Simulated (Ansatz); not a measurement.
**CCuO, charge +1: a pair, distance and angle**

How does the energy of CCuO, charge +1 change over two coordinates at once? A grid of runs gives the map.

Program: Ansatz 0.2.0. Level of theory: RKS PBE-D4/def2-SVPD. These are calculated values, not measurements.

### Step 1. The starting structure

3 atoms, charge 1, spin multiplicity 1.

Atoms are counted from 1 here; the program's logs count them from 0.

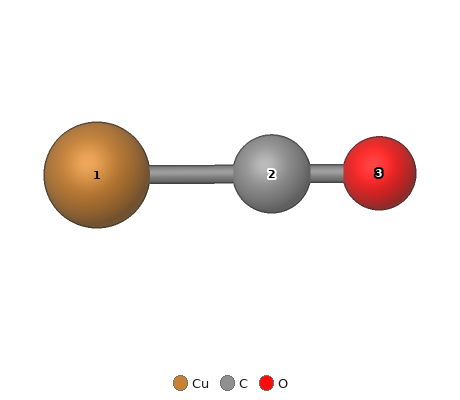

As it starts; copper orange, carbon grey, oxygen red; atoms are numbered from 1 in the order of the file.

As a file:

```xyz
3

Cu    0.0812    0.1169   -1.5987
C    -0.0118   -0.0169    0.2347
O    -0.0695   -0.1000    1.3640
```

### Step 2. Geometry optimisation

input.yaml reads:

```yaml
crystal:
  periodic: [false, false, false]
  atoms:
    - { symbol: Cu, position_ang: [0.081203, 0.116929, -1.598739] }
    - { symbol: C, position_ang: [-0.011768, -0.01689, 0.234674] }
    - { symbol: O, position_ang: [-0.069535, -0.100039, 1.363965] }
total_charge: 1
basis:
  gaussian: { orbitals: def2-SVPD }
hamiltonian:
  xc: pbe
  dispersion: d4
output:
  forces: true
relax:
  f_tol: 0.003
  max_steps: 120
```

Run with:

```
$ ansatz run input.yaml --threads 1 --pin off --max-ram 2560MiB --backend cpu --events-out ev --progress --plain --runs-dir out
```

The program printed:

```text
Warning: RAYON_NUM_THREADS=1 ignored (pool sized by the plan → 1); use --threads N
The last accepted step is kept in <dir> (removed where the run ends without a failure and the disk answers)
Engine: ansatz 0.2.0, aarch64-unknown-linux-gnu
Functional definition: PBE
  parameter kappa = 0.804
  parameter beta = 0.06672455060314922
  exchange = pbe_x(kappa = kappa, mu = beta*pi^2/3)
  correlation = pbe_c(beta = beta)
754 factors; their error is unknown
mean field evaluation 1: about -47680.5594 eV, gradient 1.1e2 eV
mean field evaluation 2: about -46907.2699 eV, gradient 4.0e2 eV
mean field evaluation 4: about -47695.2133 eV, gradient 4.1e1 eV
mean field evaluation 8: about -47698.5838 eV, gradient 1.4e0 eV
mean field evaluation 16: about -47698.5478 eV, gradient 5.3e-4 eV
mean field -47698.54778020 eV, -1752.8892996855 hartree, gradient 2.5e-5 eV, S^2 0.000000; 0 other end points of the search recorded, 0 dependent functions left out
the calculation of the forces begins
reference -47698.54785182 eV, -1752.8893023173 hartree; 21, 21 occupied and 56, 56 virtual orbitals, 754 factors
relax step   1: F+E_penalty+E_count = -47698.58646088 eV  Δ(F+E_penalty+E_count) = +0.000e0 eV  max|allowed force component| = 1.326e-3 eV/Å  Δτ_max = 0.0000 Å  (31 SCF iters, accepted)
Total energy: -47698.58653250 eV, -1752.8907238061 hartree
Atom 0 at     0.081203     0.116929    -1.598739 Å, force     0.000341     0.000492     0.000204 eV/Å
Atom 1 at    -0.011768    -0.016890     0.234674 Å, force    -0.000920    -0.001326    -0.000050 eV/Å
Atom 2 at    -0.069535    -0.100039     1.363965 Å, force     0.000578     0.000834    -0.000154 eV/Å
Dipole moment:     0.028983     0.041718    -0.570385 e Å
```

Run time: 1.6 s. Hardware: 1 thread of Arm Neoverse V1, shared host; peak memory 0.1 GiB.

### Step 3. Reference: CO by itself, as typed

input.yaml reads:

```yaml
crystal:
  periodic: [false, false, false]
  atoms:
    - { symbol: C, position_ang: [-0.011768, -0.01689, 0.234674] }
    - { symbol: O, position_ang: [-0.069535, -0.100039, 1.363965] }
basis:
  gaussian: { orbitals: def2-SVPD }
hamiltonian:
  xc: pbe
  dispersion: d4
output:
  forces: true
```

Run with:

```
$ ansatz run input.yaml --threads 1 --pin off --max-ram 2560MiB --backend cpu --events-out ev --progress --plain --runs-dir out
```

The program printed:

```text
Warning: RAYON_NUM_THREADS=1 ignored (pool sized by the plan → 1); use --threads N
Engine: ansatz 0.2.0, aarch64-unknown-linux-gnu
Functional definition: PBE
  parameter kappa = 0.804
  parameter beta = 0.06672455060314922
  exchange = pbe_x(kappa = kappa, mu = beta*pi^2/3)
  correlation = pbe_c(beta = beta)
354 factors; their error is unknown
mean field evaluation 1: about -3075.7080 eV, gradient 3.5e1 eV
mean field evaluation 2: about -3063.7334 eV, gradient 8.8e1 eV
mean field evaluation 4: about -3077.8103 eV, gradient 1.3e0 eV
mean field evaluation 8: about -3077.7923 eV, gradient 3.0e-2 eV
mean field -3077.79231365 eV, -113.1067813242 hartree, gradient 8.2e-6 eV, S^2 0.000000; 0 other end points of the search recorded, 0 dependent functions left out
the calculation of the forces begins
reference -3077.79234603 eV, -113.1067825141 hartree; 7, 7 occupied and 36, 36 virtual orbitals, 354 factors
Total energy: -3077.80296106 eV, -113.1071726092 hartree
Atom 0 at    -0.011768    -0.016890     0.234674 Å, force     0.049570     0.071350    -0.969038 eV/Å
Atom 1 at    -0.069535    -0.100039     1.363965 Å, force    -0.049570    -0.071350     0.969038 eV/Å
Dipole moment:    -0.002453    -0.003531     0.047955 e Å
```

It took 0.35 s on 1 thread of Arm Neoverse V1, shared host; peak memory 0.07 GiB.

### Step 4. Reference: Cu+ by itself, as typed

input.yaml reads:

```yaml
crystal:
  periodic: [false, false, false]
  atoms:
    - { symbol: Cu, position_ang: [0.081203, 0.116929, -1.598739] }
total_charge: 1
basis:
  gaussian: { orbitals: def2-SVPD }
hamiltonian:
  xc: pbe
```

Run with:

```
$ ansatz run input.yaml --threads 1 --pin off --max-ram 2560MiB --backend cpu --events-out ev --progress --plain --runs-dir out
```

The program printed:

```text
Warning: RAYON_NUM_THREADS=1 ignored (pool sized by the plan → 1); use --threads N
Engine: ansatz 0.2.0, aarch64-unknown-linux-gnu
Functional definition: PBE
  parameter kappa = 0.804
  parameter beta = 0.06672455060314922
  exchange = pbe_x(kappa = kappa, mu = beta*pi^2/3)
  correlation = pbe_c(beta = beta)
372 factors; their error is unknown
mean field evaluation 1: about -44594.2971 eV, gradient 1.2e2 eV
mean field evaluation 2: about -43799.0739 eV, gradient 2.6e2 eV
mean field evaluation 4: about -44618.4895 eV, gradient 1.9e0 eV
mean field evaluation 8: about -44618.4787 eV, gradient 4.5e-2 eV
mean field -44618.47873596 eV, -1639.6988500553 hartree, gradient 3.4e-5 eV, S^2 0.000000; 0 other end points of the search recorded, 0 dependent functions left out
reference -44618.47874057 eV, -1639.6988502247 hartree; 14, 14 occupied and 20, 20 virtual orbitals, 372 factors
Total energy: -44618.47874057 eV, -1639.6988502247 hartree
```

Wall time 0.44 s (1 thread of Arm Neoverse V1, shared host); peak memory 0.07 GiB.

### Step 5. Plan of the scan

The axes are (1) distance C2···Cu1: 15 values from 1.546 to 3.546 Å; (2) turn of Cu1 about C2: 15 values from −120.0 °.

Nothing else is relaxed (both partners rigid). Energies count from the ion and the molecule far apart, frozen as in the relaxed pair, each in its own basis (no counterpoise correction).

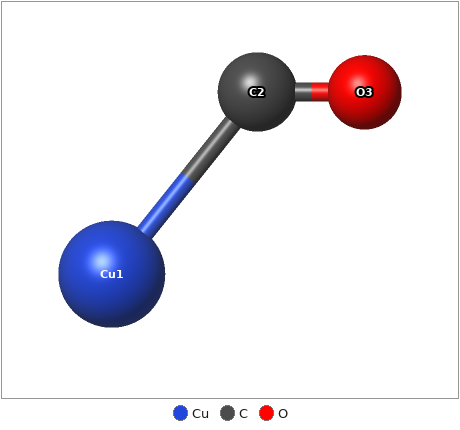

The geometry at distance C2···Cu1 = 2.460 Å, turn of Cu1 about C2 = −51.4°.

Below, 3 of the grid's runs; all are launched alike.

### Step 6. Grid point distance C2···Cu1 = 2.460 Å, turn of Cu1 about C2 = −51.4°

input.yaml reads:

```yaml
crystal:
  periodic: [false, false, false]
  atoms:
    - { symbol: Cu, position_ang: [-1.026018, -1.47968, -1.463308] }
    - { symbol: C, position_ang: [-0.011768, -0.01689, 0.234674] }
    - { symbol: O, position_ang: [-0.069535, -0.100039, 1.363965] }
total_charge: 1
basis:
  gaussian: { orbitals: def2-SVPD }
hamiltonian:
  xc: pbe
  dispersion: d4
output:
  forces: true
```

Run with:

```
$ ansatz run input.yaml --threads 1 --pin off --max-ram 2560MiB --backend cpu --events-out ev --progress --plain --runs-dir out
```

The program printed:

```text
Warning: RAYON_NUM_THREADS=1 ignored (pool sized by the plan → 1); use --threads N
Engine: ansatz 0.2.0, aarch64-unknown-linux-gnu
Functional definition: PBE
  parameter kappa = 0.804
  parameter beta = 0.06672455060314922
  exchange = pbe_x(kappa = kappa, mu = beta*pi^2/3)
  correlation = pbe_c(beta = beta)
754 factors; their error is unknown
mean field evaluation 1: about -47677.9377 eV, gradient 1.1e2 eV
mean field evaluation 2: about -46858.0868 eV, gradient 3.3e2 eV
mean field evaluation 4: about -47690.2977 eV, gradient 6.3e1 eV
mean field evaluation 8: about -47697.4430 eV, gradient 2.0e0 eV
mean field evaluation 16: about -47697.4107 eV, gradient 5.1e-4 eV
mean field -47697.41074720 eV, -1752.8475144933 hartree, gradient 5.4e-5 eV, S^2 0.000000; 0 other end points of the search recorded, 0 dependent functions left out
the calculation of the forces begins
reference -47697.41081108 eV, -1752.8475168410 hartree; 21, 21 occupied and 56, 56 virtual orbitals, 754 factors
Total energy: -47697.45876325 eV, -1752.8492790506 hartree
Atom 0 at    -1.026018    -1.479680    -1.463308 Å, force     0.604351     0.871575     0.693753 eV/Å
Atom 1 at    -0.011768    -0.016890     0.234674 Å, force    -0.879554    -1.268450    -0.897176 eV/Å
Atom 2 at    -0.069535    -0.100039     1.363965 Å, force     0.275203     0.396874     0.203423 eV/Å
Dipole moment:    -0.188468    -0.271835    -0.454367 e Å
```

Wall time 1.7 s (1 thread of Arm Neoverse V1, shared host); peak memory 0.1 GiB.

On the map this point reads −27.1 kcal/mol.

### Step 7. Point distance C2···Cu1 = 1.892 Å, turn of Cu1 about C2 = 0.0°

input.yaml, as its differences from that of step 6:

```diff
@@ -3,3 +3,3 @@
   atoms:
-    - { symbol: Cu, position_ang: [-1.026018, -1.47968, -1.463308] }
+    - { symbol: Cu, position_ang: [0.083797, 0.120663, -1.649898] }
     - { symbol: C, position_ang: [-0.011768, -0.01689, 0.234674] }
```

Run with:

```
$ ansatz run input.yaml --threads 1 --pin off --max-ram 2560MiB --backend cpu --events-out ev --progress --plain --runs-dir out
```

The program printed:

```text
Warning: RAYON_NUM_THREADS=1 ignored (pool sized by the plan → 1); use --threads N
Engine: ansatz 0.2.0, aarch64-unknown-linux-gnu
Functional definition: PBE
  parameter kappa = 0.804
  parameter beta = 0.06672455060314922
  exchange = pbe_x(kappa = kappa, mu = beta*pi^2/3)
  correlation = pbe_c(beta = beta)
754 factors; their error is unknown
mean field evaluation 1: about -47680.3292 eV, gradient 1.1e2 eV
mean field evaluation 2: about -46896.4248 eV, gradient 3.9e2 eV
mean field evaluation 4: about -47694.7584 eV, gradient 4.4e1 eV
mean field evaluation 8: about -47698.5688 eV, gradient 1.3e0 eV
mean field evaluation 16: about -47698.5328 eV, gradient 5.3e-4 eV
mean field -47698.53278879 eV, -1752.8887487613 hartree, gradient 2.4e-5 eV, S^2 0.000000; 0 other end points of the search recorded, 0 dependent functions left out
the calculation of the forces begins
reference -47698.53285989 eV, -1752.8887513742 hartree; 21, 21 occupied and 56, 56 virtual orbitals, 754 factors
Total energy: -47698.57127793 eV, -1752.8901632110 hartree
Atom 0 at     0.083797     0.120663    -1.649898 Å, force    -0.028196    -0.040584     0.562491 eV/Å
Atom 1 at    -0.011768    -0.016890     0.234674 Å, force     0.024258     0.034914    -0.496175 eV/Å
Atom 2 at    -0.069535    -0.100039     1.363965 Å, force     0.003938     0.005670    -0.066317 eV/Å
Dipole moment:     0.028489     0.041006    -0.560620 e Å
```

Run time: 1.7 s. Hardware: 1 thread of Arm Neoverse V1, shared host; peak memory 0.1 GiB.

Energy on the map's scale: −52.8 kcal/mol.

### Step 8. Grid point distance C2···Cu1 = 2.795 Å, turn of Cu1 about C2 = 102.9°

input.yaml, as its differences from that of step 7:

```diff
@@ -3,3 +3,3 @@
   atoms:
-    - { symbol: Cu, position_ang: [0.083797, 0.120663, -1.649898] }
+    - { symbol: Cu, position_ang: [1.503502, 2.168263, 1.095538] }
     - { symbol: C, position_ang: [-0.011768, -0.01689, 0.234674] }
```

Run with:

```
$ ansatz run input.yaml --threads 1 --pin off --max-ram 2560MiB --backend cpu --events-out ev --progress --plain --runs-dir out
```

The program printed:

```text
Warning: RAYON_NUM_THREADS=1 ignored (pool sized by the plan → 1); use --threads N
Engine: ansatz 0.2.0, aarch64-unknown-linux-gnu
Functional definition: PBE
  parameter kappa = 0.804
  parameter beta = 0.06672455060314922
  exchange = pbe_x(kappa = kappa, mu = beta*pi^2/3)
  correlation = pbe_c(beta = beta)
754 factors; their error is unknown
mean field evaluation 1: about -47676.7960 eV, gradient 1.1e2 eV
mean field evaluation 2: about -46856.9148 eV, gradient 3.6e2 eV
mean field evaluation 4: about -47694.8698 eV, gradient 3.7e1 eV
mean field evaluation 8: about -47696.8015 eV, gradient 9.1e-1 eV
mean field evaluation 16: about -47696.7654 eV, gradient 1.9e-4 eV
mean field -47696.76537671 eV, -1752.8237975653 hartree, gradient 1.7e-5 eV, S^2 0.000000; 0 other end points of the search recorded, 0 dependent functions left out
the calculation of the forces begins
reference -47696.76543974 eV, -1752.8237998815 hartree; 21, 21 occupied and 56, 56 virtual orbitals, 754 factors
Total energy: -47696.81564217 eV, -1752.8256447870 hartree
Atom 0 at     1.503502     2.168263     1.095538 Å, force    -0.331710    -0.478352    -0.168388 eV/Å
Atom 1 at    -0.011768    -0.016890     0.234674 Å, force     0.375139     0.540792    -1.206935 eV/Å
Atom 2 at    -0.069535    -0.100039     1.363965 Å, force    -0.043429    -0.062440     1.375323 eV/Å
Dipole moment:     0.346587     0.499791     0.067028 e Å
```

Run time: 1.6 s. Hardware: 1 thread of Arm Neoverse V1, shared host; peak memory 0.1 GiB.

Energy on the map's scale: −12.3 kcal/mol.

### Step 9. The map

224 points were computed, and 1 have no value (skipped by design, atoms too close, or no result). Energies in kcal/mol, from the ion and the molecule far apart, frozen as in the relaxed pair, each in its own basis (no counterpoise correction):

```csv
"turn of Cu1 about C2 (°) ↓, distance C2···Cu1 (Å) →",1.546,1.596,1.677,1.778,1.892,2.019,2.157,2.304,2.460,2.624,2.795,2.973,3.158,3.349,3.546
120.0,138.5,105.9,65.4,31.0,7.0,−7.9,−15.6,−18.3,−18.1,−16.6,−14.3,−12.0,−9.8,−7.9,−6.3
102.9,34.7,20.1,3.0,−10.1,−17.8,−21.1,−21.3,−19.8,−17.5,−14.9,−12.3,−10.0,−8.0,−6.4,−4.9
85.7,8.1,−2.5,−14.2,−22.4,−26.3,−26.8,−25.1,−22.5,−19.4,−16.2,−13.2,−10.7,−8.5,−6.6,−5.1
68.6,−5.0,−14.5,−24.9,−31.5,−34.0,−33.3,−30.6,−27.0,−23.1,−19.2,−15.8,−12.7,−10.2,−8.1,−6.3
51.4,−15.2,−24.4,−34.1,−40.0,−41.5,−39.8,−36.2,−31.7,−27.2,−22.7,−18.7,−15.3,−12.4,−9.9,−7.9
34.3,−23.1,−32.1,−41.4,−46.7,−47.5,−45.1,−40.8,−35.8,−30.6,−25.7,−21.3,−17.6,−14.3,−11.6,−9.4
17.1,−28.0,−36.9,−46.0,−51.0,−51.4,−48.6,−43.8,−38.4,−32.9,−27.7,−23.1,−19.1,−15.7,−12.8,−10.4
0.0,−29.8,−38.7,−47.7,−52.5,−52.8,−49.8,−44.9,−39.3,−33.7,−28.4,−23.7,−19.6,−16.1,−13.2,−10.8
−17.1,−28.0,−36.9,−46.0,−50.9,−51.4,−48.6,−43.8,−38.4,−32.9,−27.7,−23.1,−19.1,−15.7,−12.8,−10.4
−34.3,−23.0,−32.0,−41.4,−46.6,−47.5,−45.1,−40.8,−35.7,−30.6,−25.7,−21.3,−17.5,−14.3,−11.6,−9.4
−51.4,−15.2,−24.4,−34.1,−39.9,−41.4,−39.8,−36.1,−31.7,−27.1,−22.7,−18.7,−15.3,−12.4,−9.9,−7.9
−68.6,−4.9,−14.5,−24.8,−31.5,−33.9,−33.2,−30.5,−26.9,−23.1,−19.2,−15.7,−12.7,−10.2,−8.1,−6.3
−85.7,8.2,−2.4,−14.2,−22.4,−26.2,−26.7,−25.1,−22.4,−19.4,−16.2,−13.2,−10.7,−8.5,−6.6,−5.1
−102.9,35.0,20.3,3.1,−10.0,−17.7,−21.0,−21.3,−19.8,−17.5,−14.9,−12.3,−10.0,−8.0,−6.4,−4.9
−120.0,–,106.8,66.1,31.4,7.2,−7.8,−15.5,−18.3,−18.1,−16.6,−14.3,−12.0,−9.8,−8.0,−6.3
```

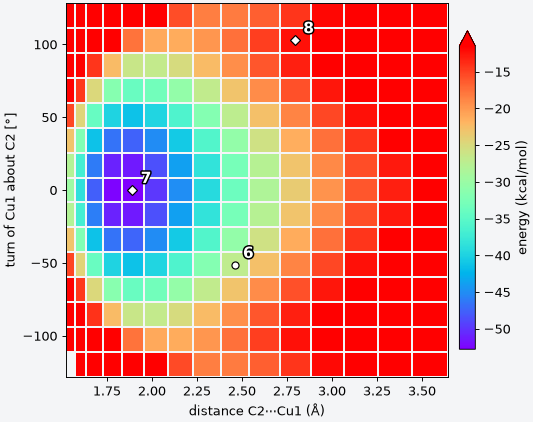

The map; numbers mark the steps of this session that print a point's run. The picture shows one coloured cell a grid point, one colour for all values above the top of the scale, blanks where no value was computed.

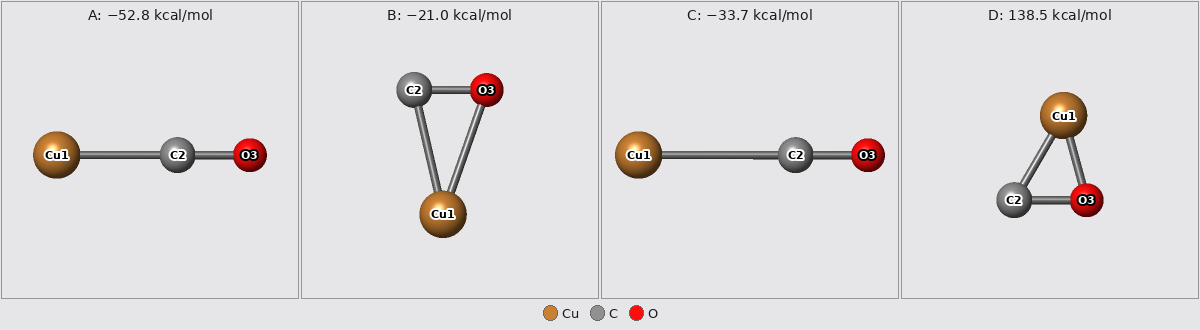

Structures on the grid, at one scale: A at distance C2···Cu1 = 1.892 Å, turn of Cu1 about C2 = 0.0°; B at distance C2···Cu1 = 2.019 Å, turn of Cu1 about C2 = −102.9°; C at distance C2···Cu1 = 2.460 Å, turn of Cu1 about C2 = 0.0°; D at distance C2···Cu1 = 1.546 Å, turn of Cu1 about C2 = 120.0°.

The largest force on an atom (eV/Å) at each point:

```tsv
turn of Cu1 about C2 (°) ↓, distance C2···Cu1 (Å) →	1.546	1.596	1.677	1.778	1.892	2.019	2.157	2.304	2.460	2.624	2.795	2.973	3.158	3.349	3.546
120.0	36.7	29.9	21.3	13.6	8.3	5.5	4.0	3.2	2.7	2.4	2.2	2.0	1.8	1.7	1.6
102.9	14.9	11.7	7.7	5.1	4.0	3.1	2.5	2.1	1.8	1.5	1.4	1.3	1.2	1.2	1.1
85.7	10.7	8.1	5.0	3.1	2.5	2.0	1.8	1.7	1.6	1.4	1.2	1.1	1.0	0.9	0.9
68.6	9.6	7.2	4.2	2.1	1.7	1.8	2.0	1.9	1.7	1.5	1.3	1.1	1.0	0.9	0.8
51.4	9.3	6.8	3.9	1.6	1.4	1.9	2.1	1.9	1.8	1.6	1.3	1.2	1.0	0.9	0.8
34.3	9.2	6.6	3.6	1.2	1.2	1.7	1.9	1.8	1.6	1.4	1.2	1.1	1.0	0.9	0.8
17.1	9.1	6.5	3.4	1.0	0.8	1.4	1.6	1.6	1.5	1.3	1.1	0.9	0.9	0.8	0.8
0.0	9.0	6.5	3.4	1.0	0.6	1.4	1.6	1.6	1.5	1.3	1.1	0.9	0.8	0.8	0.7
−17.1	9.1	6.5	3.4	1.0	0.8	1.4	1.6	1.6	1.5	1.3	1.1	0.9	0.9	0.8	0.8
−34.3	9.2	6.6	3.6	1.2	1.2	1.7	1.9	1.8	1.6	1.4	1.2	1.1	1.0	0.9	0.8
−51.4	9.3	6.8	3.9	1.6	1.4	1.9	2.1	1.9	1.8	1.6	1.3	1.2	1.0	0.9	0.8
−68.6	9.6	7.2	4.2	2.1	1.7	1.8	2.0	1.9	1.7	1.5	1.3	1.1	1.0	0.9	0.8
−85.7	10.7	8.1	5.0	3.1	2.5	2.0	1.8	1.7	1.6	1.4	1.2	1.1	1.0	0.9	0.9
−102.9	15.0	11.7	7.7	5.1	4.0	3.1	2.5	2.1	1.8	1.5	1.4	1.3	1.2	1.2	1.1
−120.0	–	30.1	21.4	13.7	8.3	5.6	4.0	3.2	2.7	2.4	2.2	2.0	1.8	1.7	1.6
```

### Step 10. What came out

| quantity | value |
| --- | --- |
| lowest point | distance C2···Cu1 = 1.892 Å, turn of Cu1 about C2 = 0.0°, −52.8 kcal/mol |
| highest computed point (blank points may lie higher) | distance C2···Cu1 = 1.546 Å, turn of Cu1 about C2 = 120.0°, 191.3 kcal/mol above the lowest |
| largest force on an atom (eV/Å) | 0.6 at distance C2···Cu1 = 1.892 Å, turn of Cu1 about C2 = 0.0° to 36.7 at distance C2···Cu1 = 1.546 Å, turn of Cu1 about C2 = 120.0°; 0.6 at the lowest point |
| time for the whole task | 8.3 min on 1 thread, shared host |

What this shows: The lowest computed point is at distance C2···Cu1 = 1.892 Å, turn of Cu1 about C2 = 0.0°, −52.8 kcal/mol from the ion and the molecule far apart, frozen as in the relaxed pair, each in its own basis (no counterpoise correction). The grid is coarse, so the lowest point of the scanned range may lie between grid points; coordinates that were held can hide deeper minima. The grid shows no other well, apart from its symmetry copies. The highest computed point, distance C2···Cu1 = 1.546 Å, turn of Cu1 about C2 = 120.0°, lies 191.3 kcal/mol above the lowest. Round the minimum the two coordinates are nearly uncoupled. No counterpoise correction was made, so wells between separate parts tend to come out somewhat too deep.
